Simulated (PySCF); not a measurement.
C₃H₅Cl, SMILES `ClC1CC1`.

PySCF calculation, LDA (SVWN)/6-311G**, gas phase; geometry: GFN2-xTB. No frequency check shows the geometry to be a minimum. GFN2-xTB bond lengths at metals and heavier atoms can be off by up to 0.1 Å and shapes distorted, which carries into these values.

Input script:

```python
import numpy as np
from pyscf import gto, scf, dft, lo
from pyscf.data.elements import chemcore

def solve(mol, dm0=None, hcore=None):
    mf = (dft.UKS if mol.spin else dft.RKS)(mol, xc='svwn')
    mf.grids.level = 3
    mf = mf.density_fit(auxbasis='def2-universal-jkfit')
    mf.conv_tol, mf.max_cycle = 1e-8, 80
    if hcore is not None:
        mf.get_hcore = lambda *args: hcore
    mf.kernel(dm0)
    if not mf.converged:
        mf = mf.newton().run(mf.mo_coeff, mf.mo_occ, max_cycle=30)
    assert mf.converged, 'SCF not converged'
    return mf

mol = gto.M(atom='''
Cl    -1.38853     0.00000     0.08971
C      0.24660    -0.00005    -0.55722
C      1.31028     0.75034     0.17485
C      1.31031    -0.75031     0.17487
H      0.23107     0.00001    -1.63764
H      1.03402     1.25363     1.08808
H      2.05133     1.27455    -0.40932
H      1.03408    -1.25359     1.08812
H      2.05139    -1.27451    -0.40928
''', basis='6-311g**', charge=0, spin=0, verbose=4)
mf = solve(mol)
occ_all = mf.mo_coeff[:, mf.mo_occ > 0]
occ = occ_all[:, chemcore(mol):]
loc = lo.ibo.ibo(mol, occ, iaos=lo.iao.iao(mol, occ_all))
fock, s = mf.get_fock(), mf.get_ovlp()
ortho = lo.orth_ao(mol, 'meta_lowdin')
ortho = lo.vec_lowdin(lo.iao.iao(mol, occ_all), s)
labels = lo.iao.reference_mol(mol).ao_labels(fmt=None)
vir = lo.vvo.livvo(mol, occ_all, mf.mo_coeff[:, mf.mo_occ == 0])
both = np.hstack([loc, vir])
p = (ortho.T @ s @ both) ** 2
pop = np.array([p[[l[0] == a for l in labels]].sum(0) for a in range(mol.natm)])
spd = np.array([[p[[l[0] == a and l[2][-1] == k for l in labels]].sum(0) for k in 'spd'] for a in range(mol.natm)])
eps = np.einsum('pi,pq,qi->i', both, fock, both)
for i in np.argsort(eps):
    top = np.argsort(-pop[:, i])[:3]
    print('%3d %s %9.4f Eh ' % (i + 1, 'occ' if i < loc.shape[1] else 'vir', eps[i]), '  '.join('%s%d %.3f' % (mol.atom_symbol(a), a + 1, pop[a, i]) for a in top))
np.savez('result.npz', c=both, nocc=loc.shape[1], pop=pop, spd=spd, eps=eps, e=mf.e_tot)
```

Command:

```sh
OMP_NUM_THREADS=1 python input.py
```

The run took 9.2 s on 1 thread of Arm Neoverse V1 (shared host), peak memory 0.37 GiB.

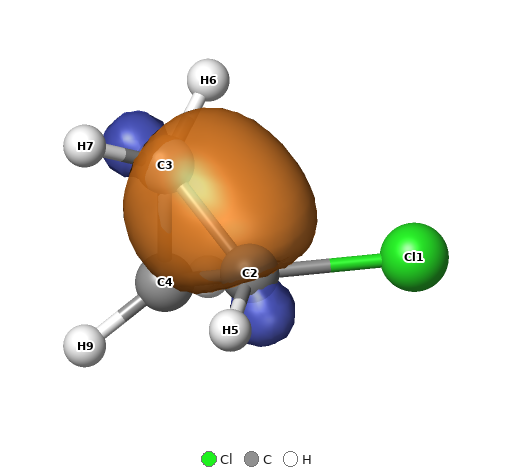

Intrinsic bond orbitals (IBO), occupied; each surface holds about 80 % of the orbital's density. Energies are diagonal elements of the Fock matrix.

**What does this orbital represent?**

σ bond C2–C3 (C2 51 %, C3 48 %; −13.0 eV).
